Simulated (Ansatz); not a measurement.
## A small benchmark: atomisation enthalpy at 298 K

8 molecules holding Si, Ge, B, Al, Ga, P or As; the atomisation enthalpy at 298 K in kJ/mol, computed less measured. Shapes, held fixed at every level: PBE0-D4/def2-TZVP. Thermal terms are harmonic and unscaled (PBE0-D4/def2-TZVP); the spin-orbit lowering of the free atoms is taken from their spectra. Programs: Ansatz 0.2.0. Measured values: CRC Handbook of Chemistry and Physics, NIST-JANAF tables.

Levels: A = HF/def2-TZVPP; B = BHLYP-D4/def2-TZVPP; C = wB97X-V/def2-TZVPP.

```tsv
molecule	from tabulated heats	A	B	C
BOF (fluoro(oxo)borane)	1501	-454	-117	-35
BHF2 (SMILES FBF)	1681	-377	-64	-6
BF3 (boron trifluoride)	1944	-455	-102	-15
SiHBr3 (SMILES Br[SiH](Br)Br)	1205	-273	+52	+107
GeCl4 (germanium tetrachloride)	1353	-398	-62	+34
GeH4 (germane)	1153	-280	+10	+31
SiH3I (SMILES [SiH3]I)	1213	-301	-10	+14
SiH4 (silane)	1288	-277	+9	+19
```

Task: Sum up the errors.

Result: 
```
              level                    kind  mean error  mean absolute error  worst case
      HF/def2-TZVPP            Hartree–Fock      -351.9                351.9         BF3
BHLYP-D4/def2-TZVPP           global hybrid       -35.5                 53.2         BOF
 wB97X-V/def2-TZVPP  range-separated hybrid       +18.6                 32.6      SiHBr3
```

On this set wB97X-V/def2-TZVPP has the smallest mean absolute error and HF/def2-TZVPP the largest. HF/def2-TZVPP is too low in 8 of 8; BHLYP-D4/def2-TZVPP is too low in 5 of 8. The heats of GeCl4 (germanium tetrachloride) come from older tables and can be uncertain by 10 kJ/mol or more. The molecules' own spin-orbit lowering is left out, so errors for iodides read a little too negative. Heats of the atoms come from ATcT where it has them, that of boron, 570 kJ/mol, from recent work. The tabulated values of BOF, BHF2, SiHBr3, SiH3I are in doubt (older tables, estimates, or at odds with other calculations) and kept here. Over the 4 molecules whose values aren't doubted the mean absolute errors are A 352.5; B 45.8; C 24.8. For HF/def2-TZVPP the error tends to grow with the atomisation enthalpy. Hartree–Fock lacks correlation and underbinds. For atoms past krypton def2 sets carry core potentials with scalar relativity. Relativity is left out for Br, Ge. The set is small.

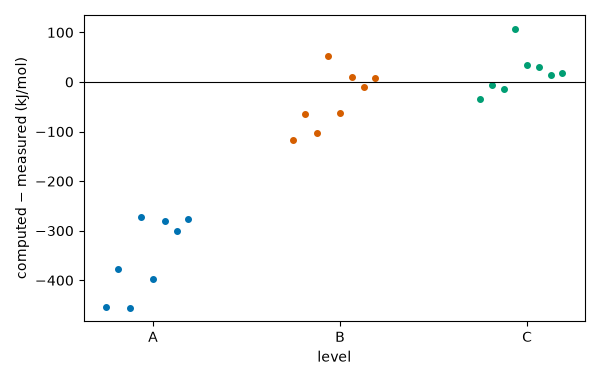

Errors of each level, one point a molecule.
